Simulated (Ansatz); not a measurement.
Consider WS3.

Input file:

```
crystal:
  lattice:
    - [6.3682761939, 0.0, 0.0]
    - [0.0, 6.3682761939, 0.0]
    - [0.0, 0.0, 6.5673144045]
  atoms:
    - { symbol: W, position: [0.5, 0.0, 0.9106174692] }
    - { symbol: W, position: [0.0, 0.5, 0.0893825308] }
    - { symbol: S, position: [0.25, 0.75, 0.0] }
    - { symbol: S, position: [0.75, 0.75, 0.0] }
    - { symbol: S, position: [0.75, 0.25, 0.0] }
    - { symbol: S, position: [0.25, 0.25, 0.0] }
    - { symbol: S, position: [0.5, 0.0, 0.5866559702] }
    - { symbol: S, position: [0.0, 0.5, 0.4133440298] }
basis:
  ecutwfc: 420
kpoints:
  mp_grid: { grid: [6, 6, 6] }
hamiltonian:
  xc: pbe
scf:
  occupations: { method: gaussian, width: 0.1 }
output:
  forces: true
  stress: true
  eigenvalues: true
  write_density: true
  write_potential: true
  elf: true
  volumetric_format: npy
relax:
  adjacent_minimum: "off"
  f_tol: 0.005
  max_steps: 80
  cell: { stress_tol: 0.05 }
```

Command:

```sh
ansatz run input.yaml --threads 4 --pin off --max-ram 12288MiB --backend cpu --events-out ev --progress --plain --runs-dir out
```

Below, planes, directions and counts refer to the conventional cell (a = 6.37 Å, b = 6.37 Å, c = 6.57 Å, α = 90.00°, β = 90.00°, γ = 90.00°).

Space group P4/nmm.

These are results of Ansatz, DFT PBE, scalar-relativistic, plane waves, PAW, not measurements.

**What will maps of the valence pseudo-density and electron localisation function show?**

W–S (2.13 Å): ρ is about 1.1 e/Å³ halfway; the ELF peaks at about 0.80 in the valence shell of S, 0.8 Å from its nucleus, and is about 0.50 at the midpoint.

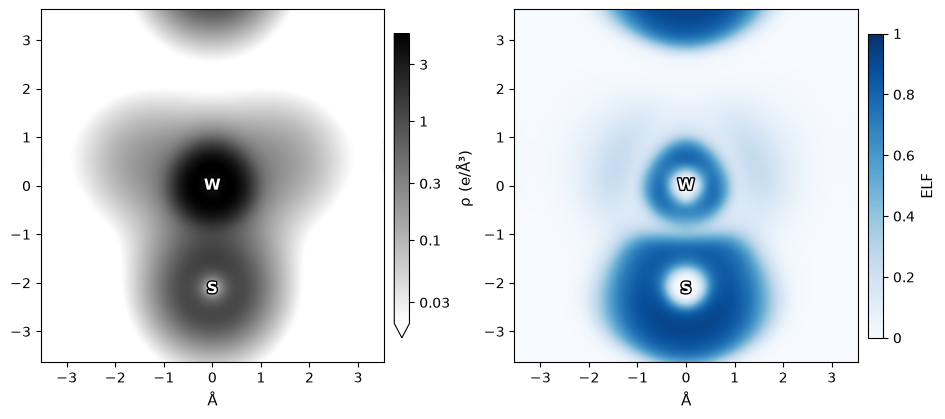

Computed valence pseudo-density and electron localisation function on the (010) plane of the conventional cell, in this order. 

The density is the valence pseudo-density of a PAW calculation; it isn't the true density close to the nuclei.
